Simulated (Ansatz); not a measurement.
Run report: CH8BNO, geometry relaxation (part 2 of 2)

The same run, continued: CH8BNO; RKS PBE0-D4/6-31G* (Ansatz 0.2.0). The input holds or restrains some coordinates. Forces given for the steps count only the free coordinates. It belongs to a series of runs on one base structure; here: pulled along the bonds that form and break, towards end B.

Geometry of the input (Å):
```
B  0.0000  0.0000  0.0000
H  0.0000  0.0000  1.5400
C  1.3856  0.0000  -0.8000
H  1.7152  -1.0462  -0.9702
H  1.2491  0.5080  -1.7774
H  2.1552  0.5381  -0.2082
N  -1.3423  0.0000  -0.7750
H  -2.0112  -0.8164  -0.6764
H  -1.5914  0.8164  -1.4036
O  -0.2139  1.6086  0.5392
H  -1.1525  1.9139  0.3252
H  -0.1135  0.8538  1.5370
```

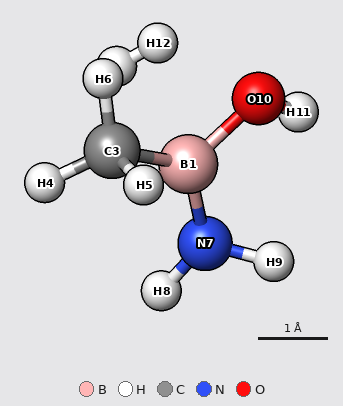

**Figure 1.** The geometry at step 6 of the log (ball-and-stick view, seen at a tilt; atoms are numbered from 1 in the order of the input).

## Trajectory as extended XYZ, continued
```
12
Properties=species:S:1:pos:R:3:forces:R:3 step=2 energy=-5372.77755
B    -0.0251    0.1225   -0.1405   -2.7297   5.7893  -1.3073
H     0.0030   -0.0271    1.7330    0.1555  -1.3333   0.9028
C     1.3942   -0.0044   -0.8019    0.2432  -1.0825   1.1351
H     1.7173   -1.0444   -0.9719    0.1139   0.3014  -0.1696
H     1.2521    0.5041   -1.7732    0.0024  -0.1746   0.3270
H     2.1550    0.5345   -0.2113   -0.1828  -0.2083  -0.2812
N    -1.3578   -0.0134   -0.7848    0.3412  -1.7481   0.5839
H    -2.0064   -0.8077   -0.6839    0.6004   0.8231  -0.8242
H    -1.5962    0.7951   -1.3953   -0.1163  -1.1989   1.0489
O    -0.2030    1.6587    0.3880    0.5117  -0.0214  -1.3888
H    -1.1536    1.9141    0.3205    0.9605  -0.6443   0.0612
H    -0.0992    0.7442    1.6521    0.1000  -0.5024  -0.0879
12
Properties=species:S:1:pos:R:3:forces:R:3 step=3 energy=-5374.19119
B    -0.0603    0.2702   -0.2629   -0.8747   4.3626  -0.3185
H     0.0073   -0.0461    1.8701    0.3521  -2.9341   1.0443
C     1.3950   -0.0139   -0.7912   -0.3218  -0.2683   0.5168
H     1.7171   -1.0439   -0.9723   -0.0933   0.0650  -0.0372
H     1.2543    0.4993   -1.7667    0.3784  -0.2504   0.2236
H     2.1523    0.5327   -0.2137   -0.1009  -0.1276  -0.1589
N    -1.3607   -0.0264   -0.7904   -0.1866  -0.6285  -0.2468
H    -1.9975   -0.8064   -0.6922    0.3579   0.1361  -0.6356
H    -1.6042    0.7815   -1.3814   -0.6935  -0.9890   0.6477
O    -0.1890    1.6897    0.2253    0.3023  -0.9252  -1.0356
H    -1.1493    1.9076    0.3152    1.0969  -0.5154  -0.0802
H    -0.0847    0.6319    1.7907   -0.2169   2.0746   0.0803
12
Properties=species:S:1:pos:R:3:forces:R:3 step=4 energy=-5375.03170
B    -0.0852    0.4320   -0.3678    0.2810  -0.3169  -0.2293
H     0.0185   -0.1084    1.9638    0.2246  -1.7804   0.3936
C     1.3796   -0.0081   -0.7791   -0.5637   0.3223  -0.0862
H     1.6863   -1.0412   -0.9573   -0.3099  -0.0364   0.1094
H     1.2941    0.4873   -1.7698    0.5459  -0.2156   0.0121
H     2.1477    0.5295   -0.2163   -0.0065  -0.0630  -0.0028
N    -1.3732   -0.0312   -0.8088    0.2858   0.4394  -0.1474
H    -1.9637   -0.8353   -0.7218    0.2745  -0.2582  -0.4044
H    -1.6856    0.7547   -1.3705   -1.0837  -0.5679   0.1310
O    -0.1664    1.7208    0.0906    0.7245   0.8959  -0.0064
H    -1.0871    1.8886    0.3083   -0.2067   0.1510   0.0174
H    -0.0847    0.5875    1.9593   -0.1659   1.4299   0.2130
12
Properties=species:S:1:pos:R:3:forces:R:3 step=5 energy=-5375.43529
B    -0.0849    0.4913   -0.3970   -0.3742   0.4443  -0.1364
H     0.0022   -0.1420    1.9252    0.0673  -1.2456   0.3100
C     1.3578    0.0064   -0.7817   -0.0361   0.1537  -0.3411
H     1.5901   -1.0588   -0.8977   -0.2378   0.0956   0.0850
H     1.4044    0.4603   -1.7999    0.2410  -0.2946   0.2853
H     2.1382    0.5002   -0.1949   -0.0232  -0.0909   0.0536
N    -1.3729   -0.0355   -0.8064    0.0903   0.9116  -0.0764
H    -1.8364   -0.9416   -0.8007    0.6266   0.4573  -0.3601
H    -1.8583    0.7382   -1.2823   -0.4284  -1.0353   0.5113
O    -0.1378    1.8020    0.1035   -0.3222  -0.3932  -0.5103
H    -1.0723    1.9845    0.3105    0.4151   0.0670  -0.0474
H    -0.0498    0.5711    1.9520   -0.0182   0.9303   0.2266
12
Properties=species:S:1:pos:R:3:forces:R:3 step=6 energy=-5375.71877
B    -0.0958    0.5432   -0.4179   -0.1717   0.5428  -0.2686
H    -0.0162   -0.1500    1.8884   -0.0028  -1.3404   0.3011
C     1.3377    0.0159   -0.7797    0.1474  -0.0390  -0.3840
H     1.5035   -1.0683   -0.8503   -0.1670   0.1547   0.0716
H     1.4800    0.4229   -1.8076    0.0591  -0.2408   0.3421
H     2.1262    0.4679   -0.1680   -0.0870  -0.0891   0.0584
N    -1.3666   -0.0150   -0.7863   -0.5228   0.2489  -0.2295
H    -1.6786   -0.9883   -0.9058    0.5919   0.9831  -0.2023
H    -2.0107    0.7032   -1.1582    0.1378  -1.0584   0.5450
O    -0.1351    1.8470    0.0921    0.5025  -0.5401  -0.6520
H    -1.0438    2.0347    0.3159   -0.5398   0.3279   0.1855
H    -0.0203    0.5630    1.9081    0.0523   1.0505   0.2327
12
Properties=species:S:1:pos:R:3:forces:R:3 step=7 energy=-5375.93018
B    -0.1027    0.6113   -0.4425   -0.3396   0.1324  -0.1281
H     0.0218   -0.1509    1.8360   -0.0167  -1.4175   0.3225
C     1.3124    0.0039   -0.7631    0.0097   0.3213  -0.2309
H     1.3994   -1.0856   -0.8151   -0.1540   0.0023   0.1058
H     1.5248    0.3789   -1.7784    0.1253  -0.1008   0.0269
H     2.1003    0.4070   -0.1225    0.0137  -0.0627   0.1002
N    -1.3444   -0.0100   -0.7761   -0.2361   0.3279  -0.1319
H    -1.5208   -0.9797   -1.0283    0.2874   0.5312  -0.0929
H    -2.0973    0.6342   -1.0246    0.0390  -0.6566   0.2628
O    -0.1684    1.9081    0.0753    0.4019  -0.4059  -0.4885
H    -1.0733    2.0990    0.3349   -0.2018   0.1685   0.0177
H     0.0285    0.5602    1.8350    0.0712   1.1598   0.2365
12
Properties=species:S:1:pos:R:3:forces:R:3 step=8 energy=-5376.05336
B    -0.1464    0.6395   -0.4745    0.0590   0.2729  -0.2278
H     0.0758   -0.1197    1.7990   -0.1068  -1.4742   0.3202
C     1.2774    0.0080   -0.7646    0.2146   0.2807  -0.0456
H     1.2960   -1.0835   -0.8632   -0.0810   0.0250   0.0334
H     1.6588    0.4201   -1.7182   -0.1365  -0.1123   0.1708
H     2.0165    0.3040   -0.0019   -0.2132  -0.1135  -0.1215
N    -1.3640   -0.0186   -0.7950   -0.3448   0.1919  -0.1356
H    -1.4265   -0.9807   -1.1104    0.1355   0.3681  -0.0279
H    -2.2274    0.5076   -0.9407    0.3539  -0.4081   0.2433
O    -0.1630    1.9291    0.0565   -0.0259  -0.2929  -0.3562
H    -1.0508    2.1828    0.3372    0.0011   0.0467  -0.1089
H     0.1341    0.5876    1.8063    0.1441   1.2157   0.2558
12
Properties=species:S:1:pos:R:3:forces:R:3 step=9 energy=-5376.10901
B    -0.1206    0.6422   -0.4664    0.0723   0.5191  -0.2160
H    -0.0152   -0.0880    1.8227   -0.1333  -1.5361   0.2357
C     1.2857    0.0068   -0.7913    0.0243   0.0290  -0.0646
H     1.2692   -1.0876   -0.8637   -0.0123   0.0344   0.0509
H     1.6246    0.3811   -1.7686    0.0315   0.0017   0.0664
H     2.0425    0.2992   -0.0548   -0.0278  -0.0322  -0.0403
N    -1.3201   -0.0225   -0.8036   -0.3997   0.1307  -0.0170
H    -1.3355   -0.9316   -1.2483   -0.0144   0.2297   0.0993
H    -2.2313    0.4304   -0.7562    0.3127  -0.3354  -0.0181
O    -0.1351    1.9228    0.0882   -0.0626  -0.3371  -0.3435
H    -1.0335    2.2074    0.2976    0.0386   0.0511  -0.0654
H     0.0495    0.6160    1.8751    0.1707   1.2451   0.3126
12
Properties=species:S:1:pos:R:3:forces:R:3 step=10 energy=-5376.11722
B    -0.1368    0.6524   -0.4685   -0.0295   0.5021  -0.0238
H     0.0231   -0.1151    1.8015   -0.2065  -1.5483   0.2359
C     1.2716    0.0113   -0.7736    0.0036  -0.0204  -0.0731
H     1.2418   -1.0795   -0.8847   -0.0122   0.0337   0.0039
H     1.6646    0.4229   -1.7130    0.0083  -0.0104   0.0003
H     2.0036    0.2540    0.0023   -0.0088   0.0184   0.0280
N    -1.3352   -0.0190   -0.8011   -0.0931   0.0540  -0.0717
H    -1.3317   -0.9165   -1.2611    0.0018   0.0503   0.0316
H    -2.2614    0.3764   -0.7059    0.0996  -0.0782   0.0178
O    -0.1502    1.9223    0.1087   -0.1111  -0.1851  -0.5132
H    -1.0444    2.2846    0.1731    0.1167  -0.0743   0.0365
H     0.1352    0.5825    1.8530    0.2311   1.2583   0.3278
```

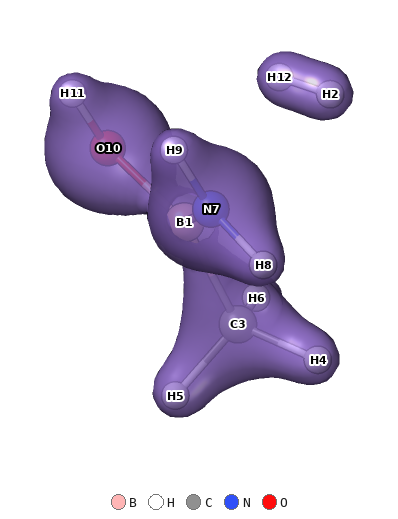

**Figure 2.** Isosurface of the total electron density at 1 e/Å³ (purple), seen at an oblique angle. At this value the surface falls into two separate pieces. It is pinched off along the B···H (2.34 Å) contacts. On the grid the lowest density along these lines, outside the cores, is 0.11 e/Å³ (B···H, 2.34 Å), 1.4 e/Å³ (B–O, 1.39 Å), 1.4 e/Å³ (B–N, 1.41 Å) and 1.2 e/Å³ (C–B, 1.58 Å).

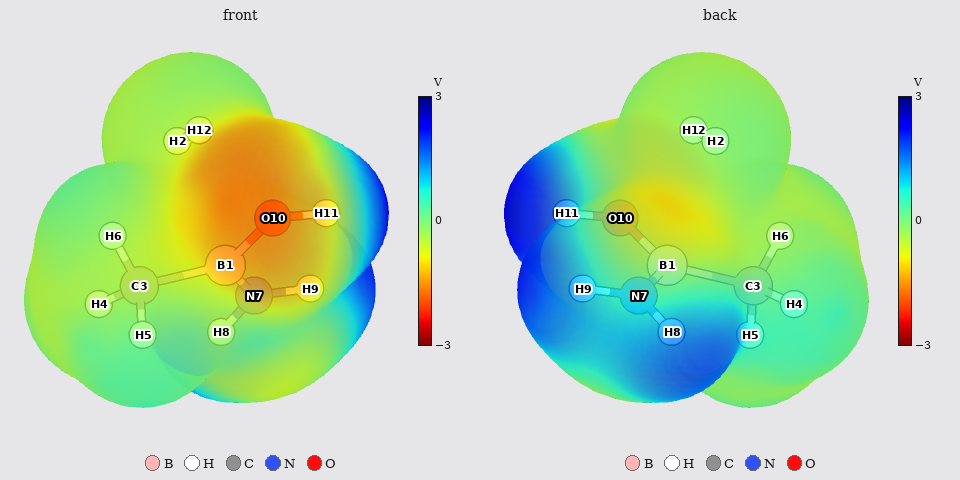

**Figure 3.** The molecular electrostatic potential painted on the density surface at 0.002 e/bohr³, seen at a tilt and from behind; the colour scale runs from red (negative) to blue (positive).

## Results in brief

```csv
quantity,value
outcome,converged under the restraints of the input
total energy,−5376.1172 eV
mean-field energy,−5375.9697 eV
"largest force (length of the vector) at the end, held atoms and coordinates included",1.580 eV/Å
hardware,"1 thread of Intel Xeon (Sapphire Rapids), 32 GiB of memory available, shared host"
wall time,28 s
peak memory,0.17 GiB
```
